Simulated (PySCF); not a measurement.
# CH4ClNSi (SMILES [H]/N=C(/[SiH3])Cl) at PBE/ccECP-cc-pVTZ (core potential)

What is the vertical ionisation energy of CH4ClNSi at PBE/ccECP-cc-pVTZ (core potential)? Input form: a Python script.

The results are computed with PySCF 2.14.0.

**1. The system as given**

The species is CH4ClNSi (8 atoms), meant as a singlet with charge 0. As SMILES, `[H]/N=C(/[SiH3])Cl`. The coordinates come from a PBE0-D4/def2-TZVP relaxation.

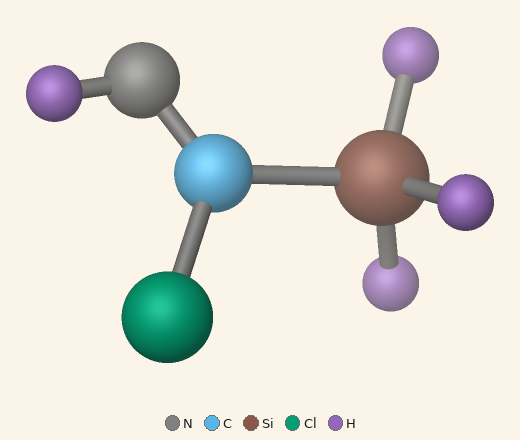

The structure, seen from a chosen angle (nitrogen grey, carbon blue, silicon brown, chlorine teal, hydrogen purple).

**2. The energy at PBE/ccECP-cc-pVTZ (core potential)**

run.py

```python
# N=C([SiH3])Cl
from pyscf import gto, dft

mol = gto.M(
    atom='''
N   -0.134000   1.454700  -0.961900
C   -0.418500   0.335400  -0.490000
Si   0.653400  -0.598300   0.760300
Cl  -1.899100  -0.560600  -0.931300
H   -0.820600   1.817500  -1.623900
H    1.022600  -1.900500   0.155700
H   -0.163500  -0.822600   1.976900
H    1.851900   0.217300   1.058400
''',
    ecp='ccecp',
    spin=0,
    basis='ccecp-cc-pvtz',
    verbose=3,
    max_memory=1860,
    charge=0,
)

ks = dft.RKS(mol)
ks.xc = 'pbe'
ks.conv_tol = 1e-10
ks.grids.level = 4
ks.kernel()
if not ks.converged:
    ks = ks.newton().run(ks.mo_coeff, ks.mo_occ)

etot = ks.e_tot
print('E = %.10f Eh' % etot)
```

Run with:

```bash
$ OMP_NUM_THREADS=1 python run.py
```

The program printed:

```text
converged SCF energy = -36.8271619209709
E = -36.8271619210 Eh
```

Run time: 42 s. Hardware: 1 thread of Arm Neoverse V1, shared host; peak memory 1.4 GiB.

**3. The doublet cation at the same level**

mol.xyz

```xyz
8
CH4ClNSi
N     -0.134000     1.454700    -0.961900
C     -0.418500     0.335400    -0.490000
Si     0.653400    -0.598300     0.760300
Cl    -1.899100    -0.560600    -0.931300
H     -0.820600     1.817500    -1.623900
H      1.022600    -1.900500     0.155700
H     -0.163500    -0.822600     1.976900
H      1.851900     0.217300     1.058400
```

calc.py

```python
from pyscf import gto, dft

system = gto.M(
    atom='mol.xyz',
    spin=1,
    verbose=3,
    charge=1,
    max_memory=1860,
    basis='ccecp-cc-pvtz',
    ecp='ccecp',
)

myscf = dft.UKS(system, xc='pbe')
myscf.conv_tol = 1e-10
myscf.grids.level = 4
myscf.kernel()
if not myscf.converged:
    myscf = myscf.newton().run(myscf.mo_coeff, myscf.mo_occ)

e_tot = myscf.e_tot
print(f'total energy: {e_tot:.8f} hartree')
```

Run with:

```bash
$ OMP_NUM_THREADS=1 python calc.py
```

The program printed:

```text
WARN: HOMO -0.319415143972894 >= LUMO -0.319415143972896

WARN: HOMO -0.473804652882023 >= LUMO -0.473279707827332

converged SCF energy = -36.4554601289644  <S^2> = 0.75569299  2S+1 = 2.0056849
total energy: -36.45546013 hartree
```

Run time: 86 s. Hardware: 1 thread of Arm Neoverse V1, shared host; peak memory 1.4 GiB.

**4. What came out**

Level: PBE/ccECP-cc-pVTZ (core potential).

| quantity | value |
| --- | --- |
| singlet CH4ClNSi: total energy | -36.82716 Eh |
| singlet CH4ClNSi: dipole moment | 0.23 D |
| singlet CH4ClNSi: HOMO energy | -6.82 eV |
| singlet CH4ClNSi: LUMO energy | -2.17 eV |
| singlet CH4ClNSi: HOMO–LUMO gap | 4.64 eV |
| doublet cation: total energy | -36.45546 Eh |
| doublet cation: HOMO energy (highest over α and β) | -13.51 eV |
| doublet cation: LUMO energy (lowest over α and β) | -13.25 eV |
| doublet cation: ⟨S²⟩ | 0.756 |
| vertical ionisation energy (to the doublet cation) | 10.115 eV |

In words: Removing an electron at fixed nuclei costs 10.11 eV (976 kJ/mol). −ε(HOMO) before ionisation, 6.82 eV, is 3.30 eV below this ionisation energy. Mulliken charges (singlet CH4ClNSi) run from -0.20 on N1 to +0.23 on H5. Mulliken charges (doublet cation) run from +0.07 on N1 to +0.32 on H5.
